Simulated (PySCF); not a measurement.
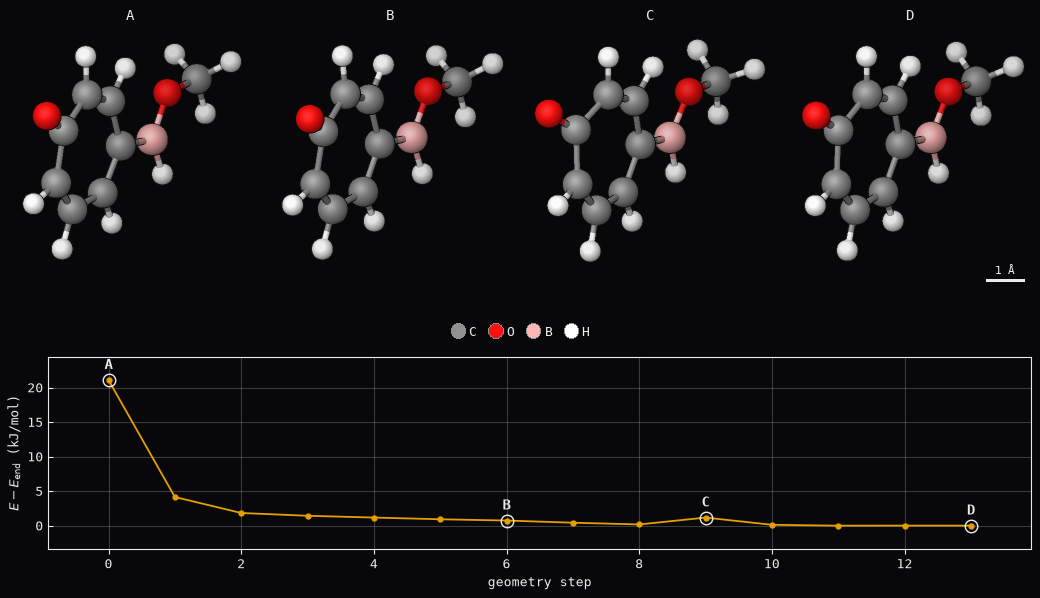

Frames of a relaxation of C$_{8}$H$_{9}$BO$_{2}$, marked on the history of the run. Style: ball-and-stick. Shown from a free direction.

The start comes from GFN2-xTB. Its atoms were then displaced at random by about 0.01 Å.

Theory: PBE0-D3(BJ)/def2-SVP geometry optimisation, gas phase in PySCF. 

### What happens along the run?

After 13 geometry steps the energy has fallen by 21.1 kJ/mol. An O atom moves most after the best rigid fit: 0.31 Å. By element the largest moves are O 0.31 Å, H 0.19 Å, C 0.14 Å, B 0.06 Å. Among the contacts that change: C–H 1.053 → 1.101 Å, B–H 1.179 → 1.216 Å, B–C 1.528 → 1.564 Å, C–O 1.428 → 1.404 Å. Among the angles between lasting bonds that change: H–C–H 112.2° → 108.3°, C–C–C 121.8° → 125.5°, B–C–C 119.5° → 116.4°. From step 0 to 6: an O atom moves most (0.14 Å), energy −20.3 kJ/mol. From step 6 to 9: an O atom moves most (0.67 Å), energy +0.43 kJ/mol. From step 9 to 13: an O atom moves most (0.26 Å), energy −1.17 kJ/mol.

```json
{"step": "0", "E − E(0), kJ/mol": "0.00"}
{"step": "1", "E − E(0), kJ/mol": "-16.94"}
{"step": "2", "E − E(0), kJ/mol": "-19.25"}
{"step": "3", "E − E(0), kJ/mol": "-19.66"}
{"step": "4", "E − E(0), kJ/mol": "-19.92"}
{"step": "5", "E − E(0), kJ/mol": "-20.16"}
{"step": "6", "E − E(0), kJ/mol": "-20.35"}
{"step": "7", "E − E(0), kJ/mol": "-20.66"}
{"step": "8", "E − E(0), kJ/mol": "-20.91"}
{"step": "9", "E − E(0), kJ/mol": "-19.92"}
{"step": "10", "E − E(0), kJ/mol": "-20.96"}
{"step": "11", "E − E(0), kJ/mol": "-21.09"}
{"step": "12", "E − E(0), kJ/mol": "-21.08"}
{"step": "13", "E − E(0), kJ/mol": "-21.08"}
```
